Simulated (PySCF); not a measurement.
**C2H10OPSi3 (doublet): density, localisation and related maps**

```xyz
17

C     0.2580   -1.9883    2.2244
C     0.5577   -1.7412    1.0073
Si   -0.0082   -0.1576   -0.0184
Si   -1.8713    0.8335    1.0096
P    -0.5165   -1.1488   -2.0156
Si    1.9186    1.1000   -0.4828
O     1.7573    1.7482   -1.9669
H    -0.3015   -1.5032    2.9932
H     1.1559   -2.4081    0.4001
H    -1.4510    1.8986    1.9238
H    -2.6573   -0.1299    1.7873
H    -2.8007    1.4366    0.0466
H    -1.1956   -0.0421   -2.4953
H    -1.6867   -1.7436   -1.5828
H     3.1695    0.3341   -0.4152
H     2.0311    2.3106    0.3212
H     1.6337    1.2130   -2.7462
```

Geometry: GFN2-xTB.

Computed with UKS B3LYP, pcH-1 on C H O P Si, non-relativistic, mean-field spin-orbit, GIAO in PySCF 2.14.0, density-fitted response routines.

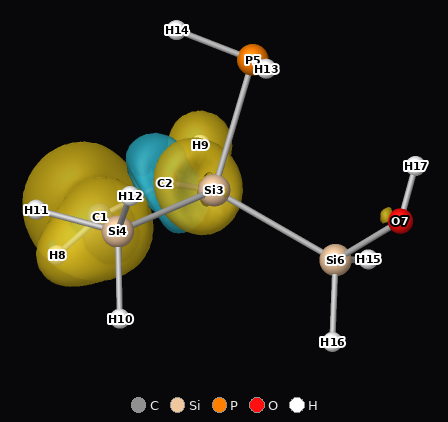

Figure 1. Isosurfaces of the spin density (α minus β) at +0.02 (yellow) and −0.02 e/Å³ (cyan), seen from one side.

Question: Describe the spin distribution.

Answer: The unpaired spin (1 electron) lies mostly on C1 (about 0.7) and Si3 (about 0.1), in electrons by Hirshfeld's partition.

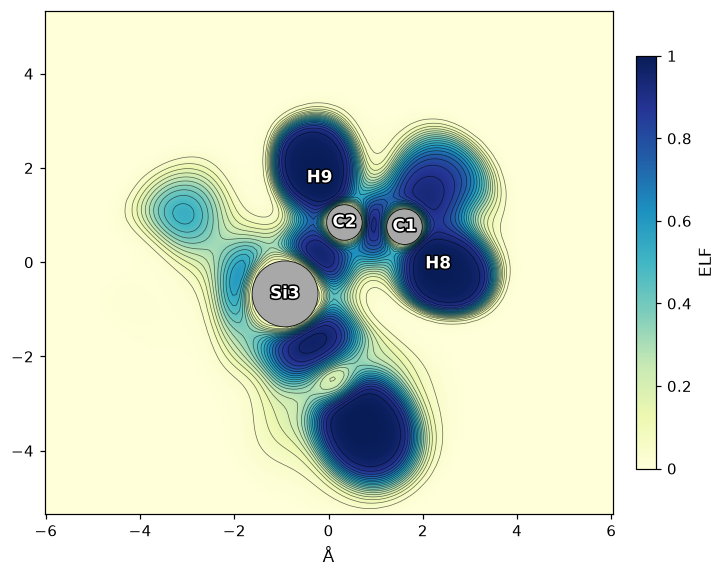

Figure 2. ELF on the plane of atoms C2, C1 and H8. Grey discs cover the atomic cores.

Question: Interpret the plot.

Answer:
- The section cuts through C, Si and H sites.
- C–C (1.28 Å): the ELF peaks at about 0.90 between the atoms: a short, multiple covalent bond.
- C–Si (1.97 Å): the ELF peaks at about 0.95 between the atoms; a covalent bond.
- C–H (1.07 Å): the ELF climbs to about 1 towards the hydrogen, as it does in any bond to H; an ordinary covalent bond to hydrogen.
- The ELF also peaks beside C1, away from the bonds: non-bonding electrons, paired or unpaired.

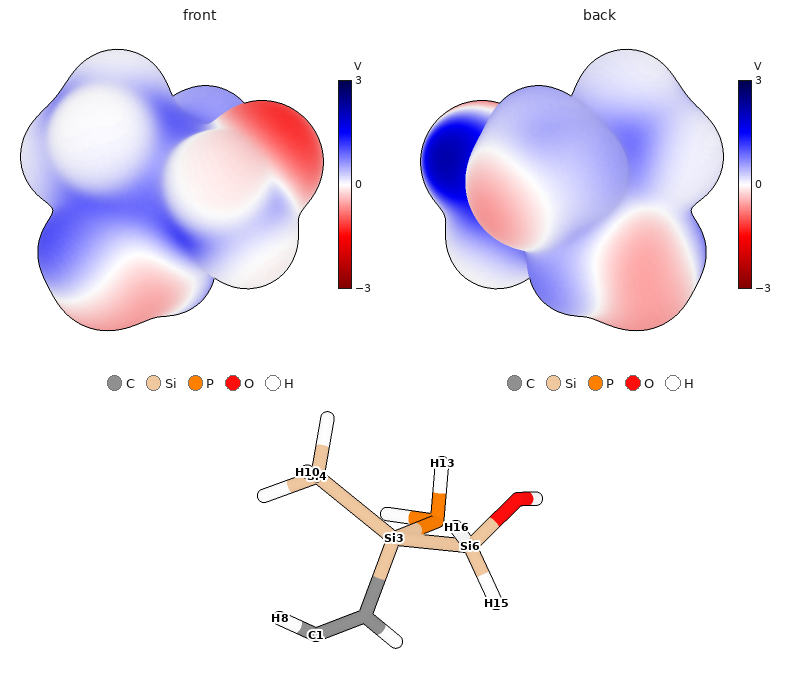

Figure 3. The electrostatic potential painted on the density surface at 0.001 e/bohr³, seen from the front and from behind; the colour scale runs from red (negative) to blue (positive). The bare structure is drawn below in the same view.

Question: Where is the surface potential most negative and most positive?

Answer: The most negative region (about −1.2 V, or −28 kcal/mol for a unit charge) lies over O7, the most positive (about +2.1 V, or +48 kcal/mol for a unit charge) over H17. O7 is the likeliest acceptor of a hydrogen bond.
